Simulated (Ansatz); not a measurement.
Profile along the Cu–Cu line in Cu (fcc, Cu type)

Cu (fcc, Cu type)

```cif
data_Cu
_chemical_formula_sum 'Cu1'
_space_group_name_H-M_alt 'P 1'
_space_group_IT_number 1
_cell_length_a 2.51997
_cell_length_b 2.51997
_cell_length_c 2.51997
_cell_angle_alpha 60.000
_cell_angle_beta 60.000
_cell_angle_gamma 60.000
loop_
_space_group_symop_operation_xyz
  'x, y, z'
loop_
_atom_site_label
_atom_site_type_symbol
_atom_site_fract_x
_atom_site_fract_y
_atom_site_fract_z
_atom_site_occupancy
Cu1 Cu 0.00000 0.00000 0.00000 1
```

Fields along a shortest Cu–Cu line of a {110} plane (2.52 Å), from Cu to Cu, interpolated on the slice's grid (step about 0.2 Å). Calculation: PBEsol (plane waves to 420 eV, PAW, scalar-relativistic; Ansatz, a program for electronic structure). k mesh 22×22×22. These are valence fields of a PAW run, semicore shells included where kept as valence: close to a nucleus they are smooth pseudo fields. Cu is run without spin polarisation. Cu was relaxed with its symmetry unable to fall.

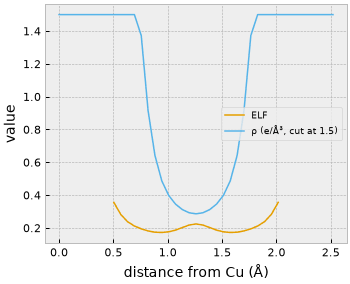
ELF (away from the nuclei) and valence density from Cu to Cu.

Density on the Cu–Cu line (2.52 Å) at its midpoint: 0.29 e/Å³. ELF at that point: 0.22.
